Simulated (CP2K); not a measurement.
**C3H6OSi (SMILES OC#CC[SiH3]): PM6**

Aim: the vertical ionisation energy of C3H6OSi at PM6, from 2 runs. 

Program for the calculation: CP2K 2026.2.

4 further runs of the same task are left out: 1 that didn't finish, 3 set aside as unsound or not needed.

### Step 1. The system as given

C3H6OSi: 11 atoms, total charge 0, spin state singlet. SMILES: `OC#CC[SiH3]`. The shape is that of a PBE0-D4/def2-TZVP optimisation.

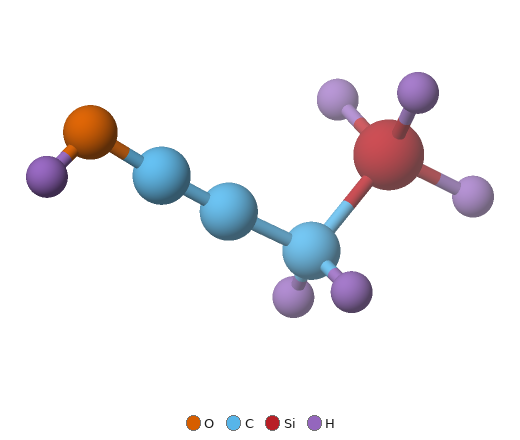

The structure, seen from a chosen angle (oxygen orange, carbon blue, silicon red, hydrogen purple).

### Step 2. Energy and gradient at PM6

run.inp

```
&FORCE_EVAL
   METHOD QUICKSTEP
   &DFT
      ! Quickstep
      &QS
         METHOD PM6
         EPS_DEFAULT 1.0E-10
         &SE
            &COULOMB
               CUTOFF [angstrom] 50
               RC_RANGE [angstrom] 0
            &END COULOMB
            &EXCHANGE
               CUTOFF [angstrom] 50
               RC_RANGE [angstrom] 0
            &END EXCHANGE
         &END SE
      &END QS
      &POISSON
         PERIODIC NONE
         POISSON_SOLVER ANALYTIC
      &END POISSON
      &SCF
         SCF_GUESS ATOMIC
         EPS_SCF 1.0E-07
         MAX_SCF 150
         ADDED_MOS 8
         &DIAGONALIZATION
            ALGORITHM STANDARD
         &END DIAGONALIZATION
         &MIXING
            METHOD DIRECT_P_MIXING
            ALPHA 0.4
         &END MIXING
      &END SCF
      &PRINT
         &MOMENTS
            PERIODIC F
            REFERENCE COM
            MAX_MOMENT 1
         &END MOMENTS
         &MO ON
            ENERGIES T
            OCCUPATION_NUMBERS T
            NDIGITS 6
            &EACH
               QS_SCF 0
            &END EACH
            ADD_LAST NUMERIC
         &END MO
         &HIRSHFELD OFF
         &END HIRSHFELD
      &END PRINT
   &END DFT
   ! atoms, cell and kinds
   &SUBSYS
      ! vacuum box
      &CELL
         ABC 15.5 15.5 18.2
         PERIODIC NONE
      &END CELL
      &COORD
         O      8.357150     9.511050    11.377400
         C      7.864750     8.673650    10.503300
         C      7.457250     7.921950     9.660500
         C      7.013250     7.036750     8.603000
         Si     8.117250     7.226450     7.081300
         H      7.843150     9.477550    12.192300
         H      7.042050     5.988950     8.921300
         H      5.980650     7.253250     8.308800
         H      8.059150     8.625050     6.586200
         H      9.519350     6.882450     7.428100
         H      7.642850     6.310250     6.007700
      &END COORD
   &END SUBSYS
   &PRINT
      &FORCES ON
      &END FORCES
   &END PRINT
&END FORCE_EVAL

&GLOBAL
   PROJECT_NAME run
   RUN_TYPE ENERGY_FORCE
   PRINT_LEVEL MEDIUM
&END GLOBAL
```

Started as:

```sh
OMP_NUM_THREADS=1 cp2k.psmp run.inp > run.out
```

What it wrote:

```text
CP2K| version string:                                       CP2K version 2026.2
[...]
 GLOBAL| Method name                                                        CP2K
[...]
 GLOBAL| Run type                                                   ENERGY_FORCE
[...]
                             - Atoms:                                         11
[...]
                             - Spherical basis functions:                     31
[...]
 Number of electrons:                                                         28
[...]
     1 P_Mix/Diag. 0.40E+00    0.0     0.79341127       -22.5240797898 -2.25E+01
[...]
    21 DIIS/Diag.  0.32E-07    0.0     0.00000009       -29.8260836309 -2.84E-14
  *** SCF run converged in    21 steps ***
  Core-core repulsion energy [eV]:                           1776.89624184837953
  Core Hamiltonian energy [eV]:                             -1304.21118148551932
  Two-electron integral energy [eV]:                        -2568.58814196321055
  Electronic energy [eV]:                                   -2588.50525246712459
  Total energy [eV]:                                         -811.60901061874506
  Atomic reference energy [eV]:                               811.71254270532404
  Heat of formation [kcal/mol]:                                 2.38750682385173
[...]
 SE_DIPOLE| Moment [Debye]          1.41490322       0.98923345      -0.39877543
 SE_DIPOLE| Derivative [a.u.]       0.00000000       0.00000000       0.00000000
 ENERGY| Total FORCE_EVAL ( QS ) energy [hartree]            -29.826083630921111
 FORCES| Atomic forces [hartree/bohr]
 FORCES|   Atom     x               y               z               |f|
 FORCES|      1  1.24071853E-02  6.34266660E-03 -8.29465049E-03   1.62163156E-02
 FORCES|      2  2.69285196E-03  6.12532081E-03  7.97092635E-03   1.04070492E-02
 FORCES|      3 -1.09311804E-02 -2.38712146E-02 -3.03354083E-02   4.01193543E-02
 FORCES|      4  1.56725830E-02  1.67713339E-02  7.65124042E-03   2.41960530E-02
 FORCES|      5  3.88125581E-03  3.32605642E-03  1.03018305E-04   5.11247599E-03
 FORCES|      6 -8.83663242E-03  5.60225630E-04  1.63481848E-02   1.85920164E-02
 FORCES|      7 -1.50674806E-03 -1.06891899E-02  5.88384311E-03   1.22942539E-02
 FORCES|      8 -1.22057227E-02  1.97918157E-03 -2.69872644E-04   1.23680903E-02
 FORCES|      9 -4.86262819E-05 -1.56429888E-03 -3.81715885E-04   1.61093219E-03
 FORCES|     10 -1.20193015E-03 -1.83897358E-04 -1.04270403E-03   1.60177590E-03
 FORCES|     11  7.69640323E-05  1.20381572E-03  2.36713837E-03   2.65677244E-03
 FORCES| Sum     1.04083409E-16  1.66533454E-16  1.11022302E-15
 FORCES| Total atomic force                                       1.12745816E-15
[...]
```

Run time: 0.86 s. Hardware: 1 thread of Intel Xeon 6975P-C (Granite Rapids), shared host; peak memory 0.19 GiB.

### Step 3. The doublet cation, same level

gas.inp

```
&FORCE_EVAL
   METHOD QUICKSTEP
   &DFT
      CHARGE 1
      MULTIPLICITY 2
      SPIN_POLARIZED T
      &QS
         METHOD PM6
         EPS_DEFAULT 1.0E-10
         &SE
            &COULOMB
               CUTOFF [angstrom] 50
               RC_RANGE [angstrom] 0
            &END COULOMB
            &EXCHANGE
               CUTOFF [angstrom] 50
               RC_RANGE [angstrom] 0
            &END EXCHANGE
         &END SE
      &END QS
      &POISSON
         PERIODIC NONE
         POISSON_SOLVER ANALYTIC
      &END POISSON
      &SCF
         SCF_GUESS ATOMIC
         EPS_SCF 1.0E-07
         MAX_SCF 150
         ADDED_MOS 4
         &DIAGONALIZATION
            ALGORITHM STANDARD
         &END DIAGONALIZATION
         &MIXING
            METHOD DIRECT_P_MIXING
            ALPHA 0.4
         &END MIXING
      &END SCF
      &PRINT
         &MOMENTS
            PERIODIC F
            REFERENCE COM
            MAX_MOMENT 1
         &END MOMENTS
         &MO ON
            ENERGIES T
            OCCUPATION_NUMBERS T
            NDIGITS 6
            &EACH
               QS_SCF 0
            &END EACH
            ADD_LAST NUMERIC
         &END MO
         &HIRSHFELD OFF
         &END HIRSHFELD
      &END PRINT
   &END DFT
   &SUBSYS
      &CELL
         ABC 15.5 15.5 18.2
         PERIODIC NONE
      &END CELL
      &COORD
         O      8.357150     9.511050    11.377400
         C      7.864750     8.673650    10.503300
         C      7.457250     7.921950     9.660500
         C      7.013250     7.036750     8.603000
         Si     8.117250     7.226450     7.081300
         H      7.843150     9.477550    12.192300
         H      7.042050     5.988950     8.921300
         H      5.980650     7.253250     8.308800
         H      8.059150     8.625050     6.586200
         H      9.519350     6.882450     7.428100
         H      7.642850     6.310250     6.007700
      &END COORD
   &END SUBSYS
   &PRINT
      &FORCES ON
      &END FORCES
   &END PRINT
&END FORCE_EVAL

&GLOBAL
   PROJECT_NAME gas
   RUN_TYPE ENERGY_FORCE
   PRINT_LEVEL MEDIUM
&END GLOBAL
```

Started as:

```sh
OMP_NUM_THREADS=1 cp2k.psmp -i gas.inp > gas.out 2>&1
```

What it wrote:

```text
CP2K| version string:                                       CP2K version 2026.2
[...]
 GLOBAL| Method name                                                        CP2K
[...]
 GLOBAL| Run type                                                   ENERGY_FORCE
[...]
                             - Atoms:                                         11
[...]
                             - Spherical basis functions:                     31
[...]
 Number of electrons:                                                         14
[...]
     1 P_Mix/Diag. 0.40E+00    0.0     0.39013939       -22.1916355406 -2.22E+01
[...]
    52 DIIS/Diag.  0.43E-07    0.0     0.00000008       -29.4821100124  1.42E-14
  *** SCF run converged in    52 steps ***
  Core-core repulsion energy [eV]:                           1776.89624184837953
  Core Hamiltonian energy [eV]:                             -1270.16245838247596
  Two-electron integral energy [eV]:                        -2617.96559183047020
  Electronic energy [eV]:                                   -2579.14525429771129
  Total energy [eV]:                                         -802.24901244933164
  Atomic reference energy [eV]:                               811.71254270532404
  Heat of formation [kcal/mol]:                               218.23420941759238
[...]
 SE_DIPOLE| Moment [Debye]          2.20386157       0.83448115      -2.08081786
 SE_DIPOLE| Derivative [a.u.]       0.00000000       0.00000000       0.00000000
 ENERGY| Total FORCE_EVAL ( QS ) energy [hartree]            -29.482110012425508
 FORCES| Atomic forces [hartree/bohr]
 FORCES|   Atom     x               y               z               |f|
 FORCES|      1 -8.26606197E-04 -2.04149844E-02 -4.12782445E-02   4.60580974E-02
 FORCES|      2  4.09777312E-02  7.57532918E-02  8.52871308E-02   1.21209036E-01
 FORCES|      3 -4.26920875E-02 -9.44592522E-02 -1.20739813E-01   1.59132860E-01
 FORCES|      4  4.84864868E-03  4.44430678E-02  8.39482814E-02   9.51105127E-02
 FORCES|      5  2.91456982E-02  4.71697952E-03 -4.09591850E-02   5.04913503E-02
 FORCES|      6 -1.02655400E-02  4.92597485E-03  2.83638513E-02   3.05639428E-02
 FORCES|      7  7.24493687E-03 -2.05278390E-02  3.16836331E-04   2.17711201E-02
 FORCES|      8 -1.59573626E-02  7.17601805E-03 -1.33027801E-02   2.19794589E-02
 FORCES|      9 -3.70778119E-03 -1.27416667E-03  5.97198994E-03   7.14393490E-03
 FORCES|     10 -4.61477076E-03 -1.96986868E-04  5.46629879E-03   7.15648905E-03
 FORCES|     11 -4.15286656E-03 -1.42102853E-04  6.92563408E-03   8.07656495E-03
 FORCES| Sum     2.15105711E-16 -7.77156117E-16 -9.50628465E-16
 FORCES| Total atomic force                                       1.24656992E-15
[...]
```

Wall time 0.92 s (1 thread of Intel Xeon 6975P-C (Granite Rapids), shared host); peak memory 0.19 GiB.

### Step 4. What came out

At PM6:

| quantity | value |
| --- | --- |
| singlet C3H6OSi: total energy | -29.82608 Eh |
| singlet C3H6OSi: dipole moment | 1.77 D |
| singlet C3H6OSi: HOMO energy | -9.56 eV |
| singlet C3H6OSi: LUMO energy | 0.33 eV |
| singlet C3H6OSi: HOMO–LUMO gap | 9.89 eV |
| singlet C3H6OSi: heat of formation at this unrelaxed shape | 2.4 kcal/mol |
| singlet C3H6OSi: largest force on an atom | 2.063 eV/Å |
| doublet cation: total energy | -29.48211 Eh |
| doublet cation: HOMO energy (highest over α and β) | -15.41 eV |
| doublet cation: LUMO energy (lowest over α and β) | -8.91 eV |
| doublet cation: heat of formation at this unrelaxed shape | 218.2 kcal/mol |
| doublet cation: largest force on an atom | 8.183 eV/Å |
| vertical ionisation energy (to the doublet cation) | 9.360 eV |

In words: The vertical ionisation energy comes to 9.36 eV (903 kJ/mol). The largest force (singlet C3H6OSi) is 2.06 eV/Å: the shape isn't a stationary point for this species at this level.
